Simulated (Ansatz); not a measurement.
# Forces and charges in glassy 52SiO2-27Al2O3-10ZnO-10SrO (mol %) (4167 atoms), part 2 of 2

Wanted: forces, charges and levels of glassy 52SiO2-27Al2O3-10ZnO-10SrO (mol %) (4167 atoms).

Ansatz 0.2.0; Kohn-Sham DFT, PBE, PAW (set soft_2), localised support functions (medium).

The cell: 651 Si, 676 Al, 131 Zn, 131 Sr and 2578 O. The quench rate of 1000 K/ps is many orders above laboratory rates. The network of bonds at the start is that of the classical potential that made the cell. The Brillouin zone is sampled at Γ only, in a cell whose shortest periodic width is 37 Å.

So far. Step 2 (Support functions medium): Mean Löwdin charges: Al +1.33, O -0.86, Si +1.74, Sr +1.84, Zn +1.52 e (they miss 1.1 % of the electrons, so they add up to more than the cell's charge).

## Step 3: Distances and neighbours

These statistics describe the geometry on which the runs were made.

Density 3.13 g/cm³, 12.43 Å³ an atom.

g(r), total and by pair (bins of 0.2 Å):

```
r (Å)  total   O-O  O-Al  O-Si  O-Sr  O-Zn  Al-Al
 1.50   1.03  0.00  0.00  5.31  0.00  0.00   0.00
 1.70   2.87  0.00  7.57  6.98  0.00  0.00   0.00
 1.90   0.71  0.00  2.72  0.03  0.00  4.02   0.00
 2.10   0.20  0.00  0.29  0.00  0.00  3.56   0.00
 2.30   0.05  0.02  0.10  0.01  0.09  0.52   0.00
 2.50   0.86  1.88  0.13  0.02  2.23  0.15   0.38
 2.70   1.54  3.38  0.19  0.06  2.67  0.31   1.34
 2.90   1.12  1.86  0.33  0.27  1.36  0.42   2.22
 3.10   1.14  1.12  0.59  0.47  0.77  0.67   3.45
 3.30   0.96  0.74  0.91  0.85  0.65  0.85   2.23
 3.50   0.89  0.63  1.14  1.23  0.71  0.82   0.83
 3.70   0.93  0.58  1.29  1.40  0.64  1.19   0.48
 3.90   1.00  0.57  1.42  1.52  0.80  1.13   0.58
 4.10   1.10  0.61  1.61  1.79  0.95  1.33   0.66
 4.30   1.15  0.75  1.70  1.51  0.99  1.44   0.82
 4.50   1.01  0.96  1.17  0.92  1.10  1.58   0.86
 4.70   0.99  1.23  0.76  0.69  1.32  0.99   0.99
 4.90   1.01  1.41  0.63  0.64  1.35  0.75   1.00
 5.10   1.02  1.40  0.63  0.65  1.25  0.70   1.19
 5.30   1.01  1.26  0.74  0.82  1.05  0.70   1.15
 5.50   0.97  1.07  0.80  0.88  0.81  0.82   1.31
 5.70   0.97  0.92  0.98  1.04  0.74  0.88   1.12
 5.90   0.96  0.80  1.11  1.12  0.73  0.98   1.09
 6.10   0.96  0.80  1.15  1.15  0.80  1.11   0.86
 6.30   0.97  0.80  1.19  1.17  0.88  1.12   0.75
 6.50   0.99  0.84  1.19  1.15  0.92  1.22   0.80
 6.70   1.01  0.93  1.12  1.06  1.06  1.08   0.89
 6.90   1.02  1.04  1.01  0.97  1.15  1.12   1.00
```

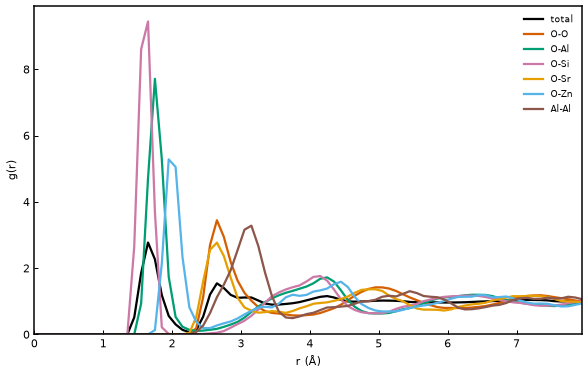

Pair distribution functions, lightly smoothed.

Bonds by pair of elements; cutoffs follow the first minimum of g(r), held within bounds set by covalent radii, and pairs that aren't listed don't count as bonded:

```
pair A-B  cutoff (Å)  bonds  mean length (Å)  spread (Å)  shortest (Å)  B about A  A about B
    O-Al        2.38   2855             1.79       0.111          1.60       1.11       4.22
    O-Si        2.12   2604             1.61       0.044          1.50       1.01          4
    O-Sr        3.27    897             2.76       0.218          2.38      0.348       6.85
    O-Zn         2.5    549             2.04       0.109          1.87      0.213       4.19
```

How many atoms have how many bonded neighbours:

```
element  mean  1     2     3    4    5   6   7   8   9  10
     Al  4.22  0     0     0  539  123  14   0   0   0   0
      O  2.68  1  1028  1353  191    5   0   0   0   0   0
     Si     4  0     0     0  651    0   0   0   0   0   0
     Sr  6.85  0     0     0    4   11  41  36  25  12   2
     Zn  4.19  0     0    11   86   32   2   0   0   0   0
```

Bond angles (no mean is given where the spread exceeds 20°):

```
  angle  count  mean (°)  spread (°)
 O-Al-O   4674       108        17.7
 O-Si-O   3906       109         6.8
Al-O-Si   1620       133        17.7
Al-O-Al   1214         -           -
```

Oxygen atoms by the number of network formers (Si, P, Ge, B, Al, As, Ga) bound to them:

```
network formers bound to O  O atoms  per cent
                         0        3       0.1
                         1      217       8.4
                         2     1843      71.5
                         3      504      19.6
                         4       11       0.4
```

Network units: each former by its oxygen neighbours and how many of them bridge to another former:

```
former  O neighbours  bridging O  atoms
    Si             4           2     17
    Si             4           3    128
    Si             4           4    506
    Al             4           3     48
    Al             4           4    491
    Al             5           4      7
    Al             5           5    116
    Al             6           6     14
```

Bond length by coordination (bonds to H left out):

```
element  coordination  atoms  mean bond length (Å)
     Al             4    539                  1.76
     Al             5    123                  1.88
     Al             6     14                  1.96
      O             1      1                  1.54
      O             2   1028                  1.65
      O             3   1353                  1.92
      O             4    191                  2.15
      O             5      5                  2.27
     Sr             4      4                  2.64
     Sr             5     11                  2.65
     Sr             6     41                  2.73
     Sr             7     36                  2.76
     Sr             8     25                  2.81
     Sr             9     12                  2.81
     Sr            10      2                  2.75
     Zn             3     11                  1.96
     Zn             4     86                  2.02
     Zn             5     32                  2.08
     Zn             6      2                  2.15
```

Rings of the network by King's shortest-path rule, up to 12 atoms, one path for each pair of neighbours; H, halogens, alkali and alkaline-earth atoms are left out, and the last column divides by all other atoms, bonded or not:

```
ring size (atoms)  rings  per network atom
                4    303             0.075
                6    626             0.155
                8   1179             0.292
               10   1365             0.338
               12    845             0.209
```

For some of the pairs, g(r) has its first main peak near 2.7 Å (O-O), 1.8 Å (O-Al), 1.6 Å (O-Si), 2.6 Å (O-Sr), 2.0 Å (O-Zn) and 3.1 Å (Al-Al). By these cutoffs 80 % of Al atoms have 4, 52 % of O atoms have 3, all Si atoms have 4 and 31 % of Sr atoms have 6 bonded neighbours. The O-Al-O angle averages 108° with a spread of 18°. Counting bonds to Si and Al alone, not to Zn, 72 % of the oxygens join two of these atoms and 8 % one; 20 % join three; 0 % join four; 0 % join none. The commonest Al unit has 4 oxygens, 4 of them shared with other formers (491 of 676 atoms). Rings of 10 atoms are the most common (32 % of those counted); sizes run from 4 to 12, where the search stops.

A closer look about Al786, which has 5 bonded neighbours where the commonest count for Al is 4: 8 atoms, nearest first, numbered in the order of the input, with positions taken from that point.

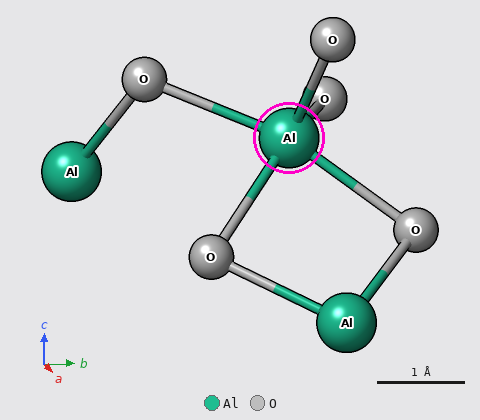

The atoms of the table, within 2.9 Å (arrows a, b, c point along x, y, z); some may hide others; the central atom is ringed.

```
 atom      x      y      z  distance (Å)  bonds  Löwdin charge (e)     Fx     Fy  Fz (eV/Å)
Al786   0.00   0.00   0.00          0.00      5               1.33   1.00   0.89      -0.91
O3175   1.11   0.32   1.35          1.77      2              -0.83  -1.72  -0.27       1.48
O1602  -0.66  -1.59   0.62          1.83      3              -0.80   0.01   1.10      -1.26
O2026   0.63   1.38  -1.02          1.83      3              -0.87   0.17  -0.76       0.16
O1966  -1.71   0.73   0.13          1.87      3              -0.79   0.53  -0.39       1.13
O1845   1.10  -1.11  -1.17          1.95      3              -0.84  -0.98  -0.26       0.10
Al873   1.89   0.34  -1.85          2.67      5               1.33  -0.25   0.50       1.07
Al701  -1.75  -2.25  -0.64          2.92      4               1.38  -0.39  -0.84      -0.07
```

The column of bonds counts only the pairs O-Al within 2.38 Å, O-Si within 2.12 Å, O-Sr within 3.27 Å, O-Zn within 2.50 Å; other neighbours, such as metal atoms beside each other in a compound, aren't counted, and periodic images can show an atom twice.

## Step 4: Truncated density matrix

Cutting the density matrix at a range is meant to remove the step that grows fastest with size; it needs a cell with a gap.

This step: Kohn-Sham DFT, PBE, PAW (set soft_2), localised support functions (medium), truncated density matrix (Ansatz 0.2.0).

Contents of input.yaml:

```yaml
crystal:
  lattice:
    - [37.28093, 0.0, 0.0]
    - [0.0, 37.28093, 0.0]
    - [0.0, 0.0, 37.28093]
  atoms:
    [... the 4167 atom lines of step 2 ...]
kpoints:
  mp_grid: { grid: [1, 1, 1] }
hamiltonian:
  xc: pbe
scf:
  occupations: { method: fermi_dirac, width: 0.025 }
  eigensolver:
    kind:
      support_functions: { accuracy: medium, density_matrix: { truncated: {} } }
  mixing: { beta: 0.2 }
  max_iter: 150
output:
  forces: true
```

Launch:

```bash
ansatz run input.yaml --threads 32 --pin off --max-ram 143360MiB --backend cuda --events-out ev --progress --plain --runs-dir out
```

Numbers of over 12 decimals in the logs are rounded to 6 here.

The log of the run:

```text
[...]
Crystal: 4167 atoms, lattice volume = 51815.562 Å³
Basis set: ecut = 464 eV, 1175919 PW (Γ), exchange–correlation on 540×540×540 points (8 copies of the dense FFT grid, shifted against one another)
Bands: 11791, of which v1, the nominal top of the filled ones, is band 11491 counted from 1 (11490 counted from 0)
Symmetry: 1 space group operations
k-points: 1
[...]
Eigensolver: Support functions (medium, 216×216×216 points, laid for a spacing of at most 0.183426 Å, radius 3.577420 Å, up to 3.807175 Å in less dense regions, 54 sites without an atom, 1 species' potentials softened for the grid, 5 wholly corrected for its errors in the mean over positions, [...]
[...]
SCF iter   1: F=—  HF=-3143220.604403 eV  |F-HF|=—  |Δ(HF+E_count)|=         —  Δρ=1.22e-1  dr2=7.45e3  ethr=1.00e-1
[...]
SCF iter   6: F=—  HF=-3143790.649255 eV  |F-HF|=—  |Δ(HF+E_count)|=    2.60e0  Δρ=9.41e-3  dr2=5.07e1  ethr=4.69e-4  κ⁻¹=4.2e-5(r=4)
[...]
SCF iter  29: F=—  HF=-3143789.557276 eV  |F-HF|=—  |Δ(HF+E_count)|=   7.64e-5  Δρ=3.80e-6  dr2=1.29e-5  ethr=9.98e-11  κ⁻¹=7.0e-5(r=7)
[...]
SCF iter  31: F=-3143789.557561 eV  HF=-3143789.557563 eV  |F-HF|=1.42e-6  |Δ(HF+E_count)|=   3.80e-4  Δρ=2.44e-6  dr2=4.83e-6  ethr=4.08e-11
WARN: states of the grid below an occupied one that the support functions miss were sought only among those that the levels near the highest filled one couple to: one that couples little to each, as a local one in a large cell, is not found (with such a state the run ended in a higher one, [...]
SCF 1 converged in 31 iterations: F = -3143790.343508 eV  dr2 = 4.83e-6
[...]
SCF converged after 31 iterations
[...]
Free energy (F): -3143790.343508 eV
[...]
Internal energy: -3143790.343508 eV  (E = F + TS)
E sigma→0 (E₀):  -3143790.343508 eV
Fermi energy:    6.476793 eV
[...]
--- Forces (eV/Å), atoms counted from 1 ---
[... 4167 lines of forces left out ...]
  max |Σ_I F_I| component: 1.65e-2 eV/Å
```

Elapsed: 2 min, on 1 × NVIDIA GB200 with 32 threads of Arm Neoverse V2, shared host; peak memory 11 GiB; 4.1 min of CPU time.

That memory is the host's.

The program notes that the search for missed states was only partial.

Forces differ from the reference by 0.33 meV/Å r.m.s., 0.041 % of their size.

## Step 5: Support functions low

The support functions are set to the level low, against medium in the reference.

This step: Kohn-Sham DFT, PBE, PAW (set soft_2), localised support functions (low) (Ansatz 0.2.0).

input.yaml, the sections that differ from step 4:

```yaml
scf:
  occupations: { method: fermi_dirac, width: 0.025 }
  eigensolver: { kind: { support_functions: { accuracy: low } } }
  mixing: { beta: 0.2 }
  max_iter: 150
# crystal, kpoints, hamiltonian, output: as in step 4
```

The log of the run:

```text
[...]
GPU FFT provider: cuFFT
GPU libraries: cuBLAS 13.8.1, cuFFT 12.4.0, cuSOLVER 12.3.2
[...]
Crystal: 4167 atoms, lattice volume = 51815.562 Å³
Basis set: ecut = 420 eV, 1012325 PW (Γ), exchange–correlation on 540×540×540 points (8 copies of the dense FFT grid, shifted against one another)
Bands: 13554, of which v1, the nominal top of the filled ones, is band 11491 counted from 1 (11490 counted from 0)
Symmetry: 1 space group operations
k-points: 1
[...]
GPU buffer pool allocated for 19683000 grid points (all kernels)
[...]
SCF iter   1: F=—  HF=-3143255.540141 eV  |F-HF|=—  |Δ(HF+E_count)|=         —  Δρ=1.22e-1  dr2=7.45e3  ethr=1.00e-1
[...]
SCF iter  17: F=-3143789.088368 eV  HF=-3143789.088333 eV  |F-HF|=3.53e-5  |Δ(HF+E_count)|=   5.84e-2  Δρ=1.07e-5  dr2=4.75e-5  ethr=3.66e-10
SCF 1 converged in 17 iterations: F = -3143790.336313 eV  dr2 = 4.75e-5
[...]
SCF converged after 17 iterations
[...]
Free energy (F): -3143790.336313 eV
[...]
Internal energy: -3143790.336313 eV  (E = F + TS)
E sigma→0 (E₀):  -3143790.336313 eV
Fermi energy:    6.476558 eV
[...]
--- Forces (eV/Å), atoms counted from 1 ---
[... 4167 lines of forces left out ...]
  max |Σ_I F_I| component: 1.88e-2 eV/Å
--- Band table (eV) ---
[... left out ...]
  guard bands above this table: 1761 of the run's 13554 bands (output.publish_guard_bands: true publishes all)
```

It took 3.1 min on 1 × NVIDIA GB200 with 32 threads; peak memory 11 GiB.

That memory is the host's; the program planned up to 105 GiB on the GPU.

Forces differ from the reference by 0.33 meV/Å r.m.s., 0.041 % of their size.

## Step 6: All settings compared

Each row is set against the support-function reference (Kohn-Sham DFT, PBE, PAW (set soft_2), localised support functions (medium); r.m.s. force component 0.790 eV/Å). Energies are set beside the reference only for runs with its functional, potentials and electron count. Times are for 1 × NVIDIA GB200 with 32 threads of Arm Neoverse V2, shared host. The reference's time includes the DOS, the stress and grids, which some other runs skip.

```
                     run  Δ force, r.m.s. (meV/Å)  share of r.m.s. force (%)  Δ energy (meV/atom)  Δ gap (eV)  cycles     time  host memory (GiB)
               reference                        -                          -                    -           -      20  4.3 min                 34
truncated density matrix                    0.327                     0.0414               0.0014           -      31    2 min                 11
   support functions low                    0.325                     0.0411               0.0032     -6.0e-4      17  3.1 min                 11
```

## Step 7: What came out

```yaml
free_energy_per_atom: -754.4493 eV/atom
pressure: 8.323 GPa
r_m_s_force_component: 0.7897 eV/Å
spacing_of_highest_filled_and_lowest_empty_level: 1.385 eV
wall_time_of_the_3_dft_runs: 9.4 min
```

**Reading.** The highest filled and lowest empty levels differ by 1.38 eV (at Γ alone); a semilocal functional tends to put such gaps too low. In a disordered cell it changes from sample to sample, and tail or defect levels can set it. Counting bonds as in the table, 80 % of Al atoms have 4, 52 % of O atoms have 3, all Si atoms have 4 and 31 % of Sr atoms have 6 bonded neighbours.

Among numerical settings the shift of the forces runs from 0.33 meV/Å (support functions low) to 0.33 meV/Å (truncated density matrix).

Caveats: The geometry was minimised with a classical potential after classical dynamics and isn't relaxed at this level: its force components are 0.79 eV/Å r.m.s. The classical run held zero pressure, yet DFT finds 8.3 GPa in this frame, which points to a density or bond lengths far off those of this functional.

[Logs are printed without paths, hosts, clocks, repeated set-up lines and the standing remarks that a program may print on its own settings, such as how far it seeks lower states.]

[Hosts, paths, dates, database ids (printed as entryN), source tags and the programs' standing remarks are cut or masked in the printed files.]
